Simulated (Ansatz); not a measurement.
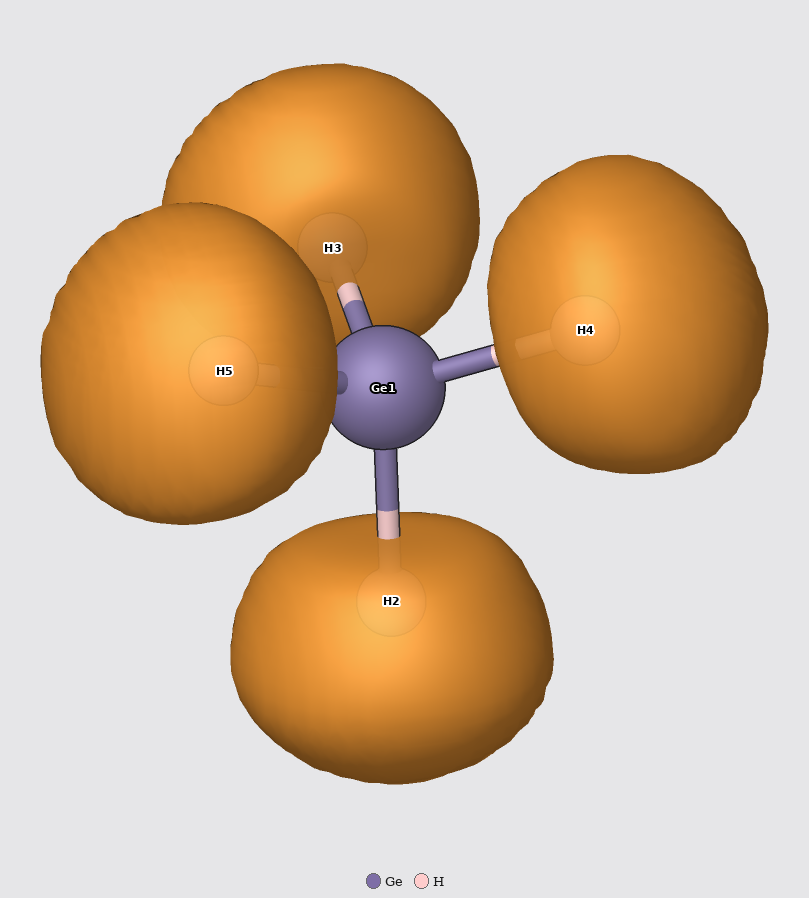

Figure 1: GeH$_{4}$. Isosurface of the ELF at 0.9 (orange), seen at an oblique angle. Only the valence region is drawn (cores and ρ < 0.01 e/Å³ removed).

Theory: RKS B3LYP-D4/def2-SVP (Ansatz).

Input

```
crystal:
  periodic: [false, false, false]
  atoms:
    - { symbol: Ge, position_ang: [0.0, 0.0, 0.0] }
    - { symbol: H, position_ang: [0.0, 0.0, 1.55] }
    - { symbol: H, position_ang: [1.4616, 0.0, -0.5162] }
    - { symbol: H, position_ang: [-0.73, 1.2648, -0.5162] }
    - { symbol: H, position_ang: [-0.73, -1.2648, -0.5162] }
basis:
  gaussian: { orbitals: def2-SVP }
hamiltonian:
  xc: b3lyp
  dispersion: d4
relax:
  f_tol: 0.02
  max_steps: 40
output:
  orbitals: {}
```

Launched as:

```sh
ansatz run input.yaml --threads 1 --pin off --max-ram 2048MiB --backend cpu --events-out ev --progress --plain --runs-dir out
```

The fields are those of the run's last geometry, not of the input's.

Question: Where are the electrons localised?

Answer: The ELF exceeds this value in four regions around hydrogen nuclei. Profiles from the grid: Ge–H (1.54 Å): the ELF climbs to about 1 towards the hydrogen.
